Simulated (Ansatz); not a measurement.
# H2ClO (doublet): correlated methods under varied settings at distance O1–H3 along a hydrogen transfer = 0.892 Å

Aim: run H2ClO (doublet) at one geometry under a spread of methods and options, and see what each costs and gives.

Method: the settings change from run to run; program: Ansatz 0.2.0, Gaussian basis.

6 further runs of the same task are left out: 4 that didn't finish, 2 set aside as unsound or not needed.

### 1 The system

The geometry derives from fragments relaxed apart (PBE0/def2-TZVP) and kept rigid, so it is no stationary point. A hydrogen atom is moved between rigid fragments.

4 atoms, charge 0, spin multiplicity 2.

Atoms are counted from 1 here; the program's logs count them from 0.

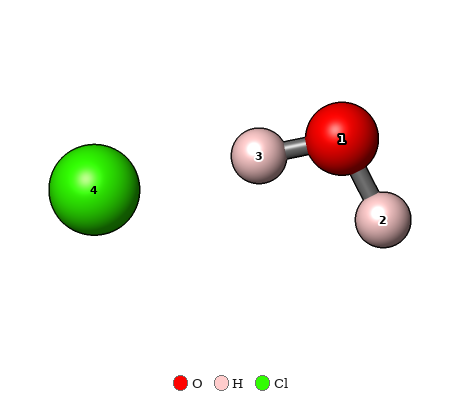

The geometry (oxygen red, hydrogen pink, chlorine green); atoms are numbered from 1 in the order of the file.

### 2 CCSD(T) on ROHF/cc-pVDZ

in.yaml

```yaml
crystal:
  periodic: [false, false, false]
  atoms:
    - {symbol: O, position_ang: [-0.826673, -0.231644, 0.000000]}
    - {symbol: H, position_ang: [-1.075982, 0.694932, 0.000000]}
    - {symbol: H, position_ang: [0.065327, -0.231644, 0.000000]}
    - {symbol: Cl, position_ang: [1.837327, -0.231644, 0.000000]}
basis:
  gaussian: {orbitals: cc-pVDZ, fitting: {mean_field: def2-universal-jkfit}}
magnetization: {spin_polarized: false, initial_magnetization: 1}
correlation: {method: ccsd_t, electrons: outside_noble_gas}
scf: {omitted_lower_state_checks: [cluster_reference]}
```

The run is started by

```sh
ansatz run in.yaml --threads 1 --pin off --events-out ev --progress --plain --max-ram 2393MiB
```

The program printed, cut to the lines that bear on the results:

```text
Functional definition: HF
  name "HF"
  cite "Fock, Z. Phys. 61, 126 (1930) doi:10.1007/BF01340294"
  parent pbe
[...]
241 factors; integrals over basis functions are off by at most 2.0e-1 eV
[...]
mean field -14570.70583670 eV, -535.4635631196 hartree, gradient 2.0e-6 eV, S^2 0.750000; 11 other end points of the search recorded, 0 dependent functions left out
6 core orbitals not correlated: weight in the atoms' cores, before any rotation towards them, 1.000 or more for the frozen orbitals, at most 0.000 for the correlated occupied ones
reference -14570.70583670 eV, -535.4635631196 hartree; 8, 7 occupied and 28, 29 virtual orbitals, 241 factors
second order -8.69042156 eV of doubles, -0.08153079 eV of singles
cycle   1  -9.23840581 eV  change   -4.7e-1 eV  update   5.2e-2
[...]
cycle  15  -9.45243849 eV  change    4.6e-6 eV  update   9.5e-6
perturbative correction -0.13727973 eV, -0.0050449370 hartree
Total energy: -14580.29555492 eV, -535.8159787642 hartree
Checks for a lower state left out: cluster_reference
```

Wall time 2 s (1 thread of Arm Neoverse V1, shared host).

From the report: correlation -9.5897 eV; T1 0.028; largest double amplitude 0.04.

### 3 NEVPT2(3,6)/cc-pVDZ

in.yaml

```yaml
crystal:
  periodic: [false, false, false]
  atoms:
    - {symbol: O, position_ang: [-0.826673, -0.231644, 0.000000]}
    - {symbol: H, position_ang: [-1.075982, 0.694932, 0.000000]}
    - {symbol: H, position_ang: [0.065327, -0.231644, 0.000000]}
    - {symbol: Cl, position_ang: [1.837327, -0.231644, 0.000000]}
basis:
  gaussian: {orbitals: cc-pVDZ}
magnetization: {spin_polarized: false, initial_magnetization: 1}
correlation: {method: sc_nevpt2, electrons: outside_noble_gas, active_space: {window: {electrons: 3, orbitals: 6}, states: [{multiplicity: 2, weights: [1, 1, 0.5, 1]}, {multiplicity: 4, weights: [1]}], root: 1}}
```

Same command.

The program printed, cut to the lines that bear on the results:

```text
Functional definition: HF
  name "HF"
  cite "Fock, Z. Phys. 61, 126 (1930) doi:10.1007/BF01340294"
  parent pbe
[...]
742 factors; integrals over basis functions are off by at most 1.5e-7 eV
[...]
mean field -14570.70773755 eV, -535.4636329744 hartree, gradient 7.7e-7 eV, S^2 0.750000; 11 other end points of the search recorded, 0 dependent functions left out
reference -14570.70773755 eV, -535.4636329744 hartree; 14, 13 occupied and 28, 29 virtual orbitals, 742 factors
state -14570.20961269 eV, -535.4453272234 hartree
state -14567.97318501 eV, -535.3631400221 hartree
state -14563.20956304 eV, -535.1880801436 hartree
state -14562.66945910 eV, -535.1682316900 hartree
state -14570.20961269 eV, -535.4453272234 hartree; corrected -14579.19003875 eV, -535.7753517943 hartree
state -14567.97318501 eV, -535.3631400221 hartree; corrected -14576.71553233 eV, -535.6844153603 hartree
[...]
state -14563.20836187 eV, -535.1880360017 hartree; corrected -14571.17697014 eV, -535.4808769542 hartree
state -14562.62282964 eV, -535.1665180891 hartree; corrected -14570.62514944 eV, -535.4605979175 hartree
state -14563.27156370 eV, -535.1903586261 hartree
state -14563.27156370 eV, -535.1903586261 hartree; corrected -14571.22486723 eV, -535.4826371396 hartree
state -14570.08937278 eV, -535.4409084883 hartree; corrected -14579.33934014 eV, -535.7808385189 hartree
state -14568.13157844 eV, -535.3689608733 hartree; corrected -14576.83087247 eV, -535.6886540325 hartree
state -14563.20836187 eV, -535.1880360017 hartree; corrected -14571.17697014 eV, -535.4808769542 hartree
state -14562.62282964 eV, -535.1665180891 hartree; corrected -14570.62514944 eV, -535.4605979175 hartree
state -14563.27156370 eV, -535.1903586261 hartree; corrected -14571.22486723 eV, -535.4826371396 hartree
WARN: the results are in doubt because another end's mean lies 0.003 eV lower, and its corrected mean 0.110 eV higher
Total energy: -14576.83087247 eV, -535.6886540325 hartree
In doubt: another end's mean lies 0.003 eV lower, and its corrected mean 0.110 eV higher
```

It took 18 s on 1 thread of Arm Neoverse V1, shared host.

From the report: 44 determinants; active occupations (of the averaged states) 1.22, 1.22, 0.56, 0.01, 0.00, 0.00. The program marks this result as in doubt; its last lines say why.

### 4 CCSDT on UHF/cc-pVDZ

in.yaml

```yaml
crystal:
  periodic: [false, false, false]
  atoms:
    - {symbol: O, position_ang: [-0.826673, -0.231644, 0.000000]}
    - {symbol: H, position_ang: [-1.075982, 0.694932, 0.000000]}
    - {symbol: H, position_ang: [0.065327, -0.231644, 0.000000]}
    - {symbol: Cl, position_ang: [1.837327, -0.231644, 0.000000]}
basis:
  gaussian: {orbitals: cc-pVDZ}
magnetization: {spin_polarized: true, initial_magnetization: 1}
correlation: {method: ccsdt, electrons: valence}
accuracy: high
```

Launched as before.

The program printed, cut to the lines that bear on the results:

```text
Functional definition: HF
  name "HF"
  cite "Fock, Z. Phys. 61, 126 (1930) doi:10.1007/BF01340294"
  parent pbe
[...]
825 factors; integrals over basis functions are off by at most 3.8e-9 eV
[...]
mean field -14570.83275089 eV, -535.4682271299 hartree, gradient 2.1e-8 eV, S^2 0.758274; 13 other end points of the search recorded, 0 dependent functions left out
determinant -14570.83275089 eV, -535.4682271299 hartree, with singles and doubles -14580.16004420 eV, -535.8109988369 hartree
determinant -14570.79700926 eV, -535.4669136495 hartree, with singles and doubles -14580.08365157 eV, -535.8081914594 hartree
determinant -14570.76193939 eV, -535.4656248553 hartree, with singles and doubles -14580.04507255 eV, -535.8067737069 hartree
determinant -14568.93474719 eV, -535.3984767805 hartree, with singles and doubles -14577.58171821 eV, -535.7162471044 hartree
determinant -14570.83275089 eV, -535.4682271299 hartree, with singles and doubles -14580.16134914 eV, -535.8110467925 hartree
determinant -14570.79700926 eV, -535.4669136495 hartree, with singles and doubles -14580.08512774 eV, -535.8082457077 hartree
determinant -14570.76193939 eV, -535.4656248553 hartree, with singles and doubles -14580.03409529 eV, -535.8063702997 hartree
6 core orbitals not correlated: weight in the atoms' cores, before any rotation towards them, 1.000 or more for the frozen orbitals, at most 0.000 for the correlated occupied ones
reference -14570.83275089 eV, -535.4682271299 hartree; 8, 7 occupied and 28, 29 virtual orbitals, 825 factors
second order -8.62787734 eV of doubles, -0.00000000 eV of singles
cycle   1  -9.10807470 eV  change   -4.8e-1 eV  update   5.9e-2
[...]
cycle  32  -9.47551841 eV  change    1.2e-9 eV  update  9.1e-10
Total energy: -14580.30826930 eV, -535.8164460088 hartree
```

It took 40 s on 1 thread of Arm Neoverse V1, shared host; peak memory 0.36 GiB.

From the report: ⟨S²⟩ of the determinant 0.758 (pure doublet: 0.75); correlation -9.4755 eV; T1 0.022; largest double amplitude 0.04.

### 5 The runs in one table

Where basis and cores are those of an earlier UCCSDT(Q)/cc-pVDZ run (-14580.3255 eV), and the state is the same kind, the miss against it is given. † marks a result that the program doubts.

```
                                               level         correlated  functions  energy (eV)  from UCCSDT(Q) (meV)  time
                             CCSD(T) on ROHF/cc-pVDZ  outside noble gas         42  -14580.2956                  29.9   2 s
NEVPT2(3,6)/cc-pVDZ (excited root 1 of an average) †  outside noble gas         42  -14576.8309                        18 s
                                CCSDT on UHF/cc-pVDZ            valence         42  -14580.3083                  17.2  40 s
```

### 6 What came out

| quantity | value |
| --- | --- |
| runs | 3 |
| quickest | CCSD(T) on ROHF/cc-pVDZ, 2 s |
| slowest | CCSDT on UHF/cc-pVDZ, 40 s |

In words: Total energies in different bases, with other cores or another treatment of relativity can't be set against each other. CCSDT on UHF/cc-pVDZ took 20 times as long as CCSD(T) on ROHF/cc-pVDZ; the jobs differ in more than the method. Among the correlated runs with a miss given, it spans +17 to +30 meV.
